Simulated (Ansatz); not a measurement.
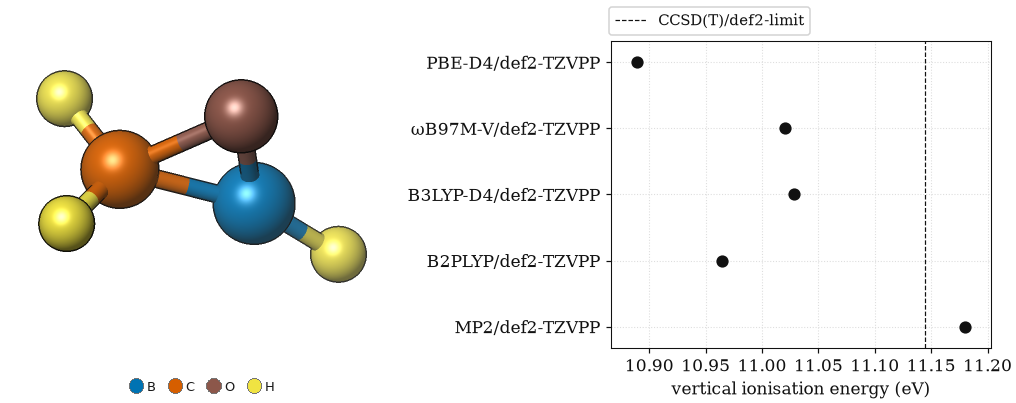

Vertical ionisation energy of CH₃BO, SMILES B1CO1, taken as the energy of the cation less that of the neutral at fixed geometry (unrestricted doublet cation, cores frozen in correlated methods, no spin-orbit coupling), the Ansatz code, at a PBE0-D4/def2-TZVP geometry (a minimum by its frequencies). Limit means an estimate of the basis limit from triple and quadruple zeta; for coupled cluster it is either extrapolated directly or built as the MP2 limit plus the step from MP2 in triple zeta. B2PLYP/def2-TZVPP holds a correlation term that converges slowly with the basis, so part of the distance to the limit is basis error. The distance of MP2/def2-TZVPP to the limit includes basis error.

Which level comes closest to the line (CCSD(T)/def2-limit), and which misses most?

Answer. Closest MP2/def2-TZVPP (11.18 eV), against 11.14 eV; farthest PBE-D4/def2-TZVPP (10.89 eV).

Give the values.

Answer.
```
              level     eV  less CCSD(T)/def2-limit
  PBE-D4/def2-TZVPP  10.89                    −0.26
 ωB97M-V/def2-TZVPP  11.02                    −0.12
B3LYP-D4/def2-TZVPP  11.03                    −0.12
  B2PLYP/def2-TZVPP  10.96                    −0.18
     MP2/def2-TZVPP  11.18                     0.04
 CCSD(T)/def2-limit  11.14                     0.00
```
